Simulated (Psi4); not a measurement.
# InHF (SMILES [F][InH]): U-wB97X-D/def2-TZVP (core potential, sweep point 3)

What is the vertical ionisation energy of InHF at U-wB97X-D/def2-TZVP (core potential, sweep point 3)? Input form: a Python script.

Program for the calculation: Psi4 1.11.

## Step 1: The system as given

InHF: 3 atoms, total charge 0, spin state doublet. As SMILES, `[F][InH]`. The shape is that of a PBE0-D4/def2-TZVP optimisation.

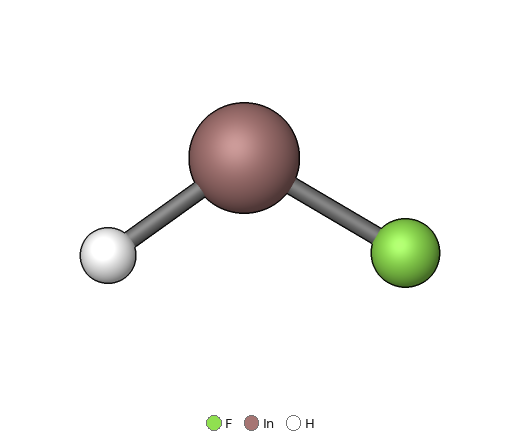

The structure, seen from a chosen angle (fluorine green, indium brown, hydrogen white).

## Step 2: A single-point energy at U-wB97X-D/def2-TZVP (core potential, sweep point 3)

calc.py

```python
import psi4

psi4.set_memory('1600 MB')
psi4.set_num_threads(1)
psi4.core.set_output_file('fhin.out', False)

m = psi4.geometry("""
0 2
F      1.088400     0.989500     0.694300
In    -0.522500     0.355100    -0.244800
H     -0.576900    -1.409400    -0.462800
units angstrom
symmetry c1
""")

psi4.set_options({
    'basis': 'def2-TZVP',
    'reference': 'uks',
    'puream': True,
    'scf_type': 'pk',
    'dft_radial_points': 99,
    'dft_spherical_points': 590,
    'maxiter': 150,
})

e = psi4.energy('wb97x-d')
print(f'wb97x-d energy: {e:.10f} Eh')
```

Launch:

```console
$ python calc.py
```

fhin.out:

```text
[...]
    !!!  WARNING: ECP capability is in beta. Please check occupations closely.  !!!
[...]
  Running in c1 symmetry.
[...]
  Nuclear repulsion =   58.542473673905171
[...]
  Multiplicity = 2
[...]
  Nalpha       = 16
  Nbeta        = 15
[...]
    Number of basis functions: 87
[...]
   @UKS iter   1:  -290.48253451882925   -1.19934e+00   7.78886e-03 ADIIS/DIIS
[...]
   @UKS iter  10:  -290.64679484389046   -2.15285e-07   7.50013e-07 DIIS
[...]
   @S^2 Observed:                7.565636407E-01
[...]
    Orbital Energies [Eh]
    ---------------------
    Alpha Occupied:
       1A    -24.726144     2A     -4.796851     3A     -3.199354
       4A     -3.192292     5A     -3.188336     6A     -1.191726
       7A     -0.874036     8A     -0.870177     9A     -0.867656
      10A     -0.865368    11A     -0.860369    12A     -0.525184
      13A     -0.452070    14A     -0.441126    15A     -0.429932
      16A     -0.296330
    Alpha Virtual:
      17A     -0.012336    18A      0.046221    19A      0.087392
      20A      0.120099    21A      0.134249    22A      0.154578
      23A      0.216832    24A      0.218057    25A      0.240838
[...]
  @UKS Final Energy:  -290.64679484389046
   => Energetics <=
    Nuclear Repulsion Energy =             58.5424736739051710
    One-Electron Energy =                -592.4236222270810686
    Two-Electron Energy =                 262.3834777088626424
    DFT Exchange-Correlation Energy =     -19.1489431635382488
    Empirical Dispersion Energy =          -0.0001808360389802
    VV10 Nonlocal Energy =                  0.0000000000000000
    Total Energy =                       -290.6467948438904614
[...]
 Multipole Moments:
 ------------------------------------------------------------------------------------
     Multipole            Electronic (a.u.)      Nuclear  (a.u.)        Total (a.u.)
 ------------------------------------------------------------------------------------
 L = 1.  Multiply by 2.5417464519 to convert [e a0] to [Debye]
 Dipole X            :        -17.2497963           16.1020080           -1.1477884
 Dipole Y            :         -3.2396811            3.0069949           -0.2326862
 Dipole Z            :          0.0000001           -0.0000000            0.0000001
 Magnitude           :                                                    1.1711366
[...]
```

The script printed:

```text
wb97x-d energy: -290.6467948439 Eh
```

Run time: 9.6 s. Hardware: 1 thread of Intel Xeon Platinum 8559C (Emerald Rapids), shared host; peak memory 0.72 GiB.

## Step 3: The singlet cation at the same level

job.py

```python
import psi4

psi4.set_memory(1600000000)
psi4.set_num_threads(1)
psi4.core.set_output_file('fhin.out', False)

m = psi4.geometry("""
1 1
F      1.088400     0.989500     0.694300
In    -0.522500     0.355100    -0.244800
H     -0.576900    -1.409400    -0.462800
symmetry c1
""")

psi4.set_options({
    'basis': 'def2-TZVP',
    'reference': 'rks',
    'puream': True,
    'scf_type': 'pk',
    'dft_radial_points': 99,
    'dft_spherical_points': 590,
})

E, wfn = psi4.energy("WB97X-D", molecule=m, return_wfn=True)
print('E =', round(E, 9))
for k, v in sorted(psi4.core.scalar_variables().items()):
    print(f'{k:45s} {v:18.10f}')
```

Launch:

```console
$ python job.py
```

fhin.out:

```text
[...]
    !!!  WARNING: ECP capability is in beta. Please check occupations closely.  !!!
[...]
  Running in c1 symmetry.
[...]
  Nuclear repulsion =   58.542473673905171
[...]
  Multiplicity = 1
[...]
  Nalpha       = 15
  Nbeta        = 15
[...]
    Number of basis functions: 87
[...]
   @RKS iter   1:  -290.18216184357186   -8.98970e-01   7.20020e-03 ADIIS/DIIS
[...]
   @RKS iter   9:  -290.32513522847381   -8.05669e-08   8.09253e-07 DIIS
[...]
    Orbital Energies [Eh]
    ---------------------
    Doubly Occupied:
       1A    -24.977855     2A     -5.097035     3A     -3.498662
       4A     -3.496137     5A     -3.486327     6A     -1.430489
       7A     -1.172479     8A     -1.170618     9A     -1.164279
      10A     -1.162777    11A     -1.155139    12A     -0.766848
      13A     -0.680867    14A     -0.675192    15A     -0.666628
[...]
  @RKS Final Energy:  -290.32513522847381
   => Energetics <=
    Nuclear Repulsion Energy =             58.5424736739051710
    One-Electron Energy =                -583.8234996005622861
    Two-Electron Energy =                 253.9559729758368576
    DFT Exchange-Correlation Energy =     -18.9999014416145826
    Empirical Dispersion Energy =          -0.0001808360389802
    VV10 Nonlocal Energy =                  0.0000000000000000
    Total Energy =                       -290.3251352284738118
[...]
 Multipole Moments:
 ------------------------------------------------------------------------------------
     Multipole            Electronic (a.u.)      Nuclear  (a.u.)        Total (a.u.)
 ------------------------------------------------------------------------------------
 L = 1.  Multiply by 2.5417464519 to convert [e a0] to [Debye]
 Dipole X            :        -17.9577767           16.1020080           -1.8557687
 Dipole Y            :         -3.3586608            3.0069949           -0.3516658
 Dipole Z            :          0.0000015           -0.0000000            0.0000015
 Magnitude           :                                                    1.8887950
[...]
```

Standard output:

```text
E = -290.325135228
CURRENT ENERGY                                   -290.3251352285
CURRENT REFERENCE ENERGY                         -290.3251352285
DD SOLVATION ENERGY                                 0.0000000000
DFT FUNCTIONAL TOTAL ENERGY                      -290.3249543924
DFT TOTAL ENERGY                                 -290.3251352285
DFT VV10 ENERGY                                     0.0000000000
DFT XC ENERGY                                     -18.9999014416
DISPERSION CORRECTION ENERGY                       -0.0001808360
GRID ELECTRONS ALPHA                               15.0000000327
GRID ELECTRONS BETA                                15.0000000327
GRID ELECTRONS TOTAL                               30.0000000653
NUCLEAR REPULSION ENERGY                           58.5424736739
ONE-ELECTRON ENERGY                              -583.8234996006
PCM POLARIZATION ENERGY                             0.0000000000
PE ENERGY                                           0.0000000000
SCF ITERATION ENERGY                             -290.3251352285
SCF ITERATIONS                                      9.0000000000
SCF TOTAL ENERGY                                 -290.3251352285
TWO-ELECTRON ENERGY                               253.9559729758
WB97X-D DISPERSION CORRECTION ENERGY               -0.0001808360
XC GRID RADIAL POINTS                              99.0000000000
XC GRID SPHERICAL POINTS                          590.0000000000
XC GRID TOTAL POINTS                           168787.0000000000
```

It took 7.2 s on 1 thread of Intel Xeon Platinum 8559C (Emerald Rapids), shared host; peak memory 0.71 GiB.

## Step 4: Results

Level: U-wB97X-D/def2-TZVP (core potential, sweep point 3).

```
                                          quantity          value
                        doublet InHF: total energy  -290.64679 Eh
                       doublet InHF: dipole moment         2.98 D
  doublet InHF: HOMO energy (highest over α and β)       -8.06 eV
   doublet InHF: LUMO energy (lowest over α and β)       -2.11 eV
                   doublet InHF: dispersion energy   -0.47 kJ/mol
                                doublet InHF: ⟨S²⟩          0.757
                      singlet cation: total energy  -290.32514 Eh
                       singlet cation: HOMO energy      -18.14 eV
                       singlet cation: LUMO energy       -9.38 eV
                     singlet cation: HOMO–LUMO gap        8.76 eV
                 singlet cation: dispersion energy   -0.47 kJ/mol
vertical ionisation energy (to the singlet cation)       8.753 eV
```

In words: The vertical ionisation energy comes to 8.75 eV (845 kJ/mol). Only the singlet of the ionised species was computed; a triplet could lie lower.
